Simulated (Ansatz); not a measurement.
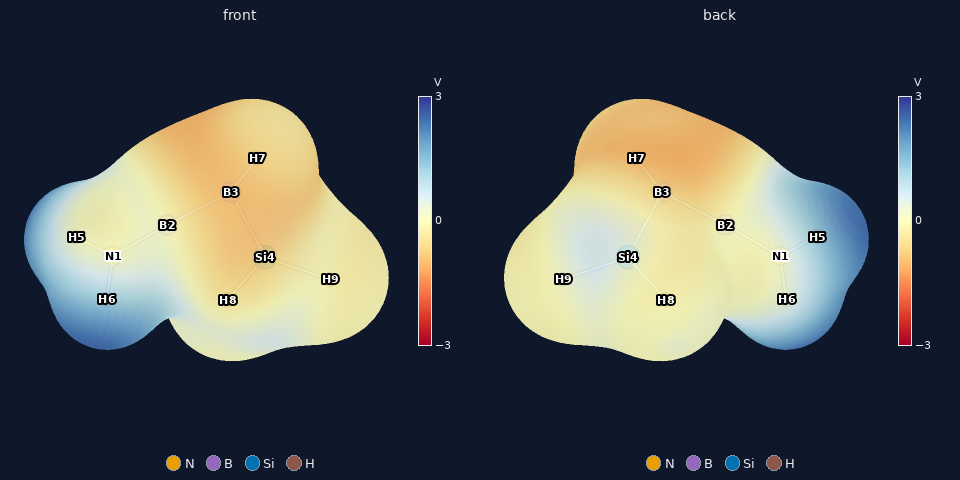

The picture shows: B2H5NSi. The electrostatic potential painted on the density surface at 0.002 e/bohr³, seen from the front and from behind; red is negative and blue positive.

Computed with Ansatz, RKS r2SCANh/def2-SVP.

Input file:

```
crystal:
  periodic: [false, false, false]
  atoms:
    - { symbol: "N", position_ang: [-0.4852, 1.5307, -1.0791] }
    - { symbol: B, position_ang: [0.0493, 0.471, -0.226] }
    - { symbol: B, position_ang: [1.4156, -0.5548, 0.1755] }
    - { symbol: Si, position_ang: [-0.1432, -0.97, 0.9092] }
    - { symbol: H, position_ang: [0.05023, 1.55705, -2.00612] }
    - { symbol: H, position_ang: [-0.24111, 2.49998, -0.61977] }
    - { symbol: H, position_ang: [2.616, -0.8232, 0.0492] }
    - { symbol: H, position_ang: [-0.7955, -2.1448, 0.2843] }
    - { symbol: H, position_ang: [-0.2994, -0.65, 2.3889] }
basis:
  gaussian: { orbitals: def2-SVP }
hamiltonian:
  xc: r2scanh
relax:
  f_tol: 0.015
  max_steps: 40
output:
  orbitals: {}
```

Launched as:

```sh
ansatz run input.yaml --threads 2 --pin off --max-ram 3072MiB --backend cpu --events-out ev --progress --plain --runs-dir out
```

The fields are those of the relaxed geometry.

> Where is the surface potential most negative and most positive?

The most negative region (about −1.1 V) lies over H7, the most positive (about +2.4 V) over H5 and H6.
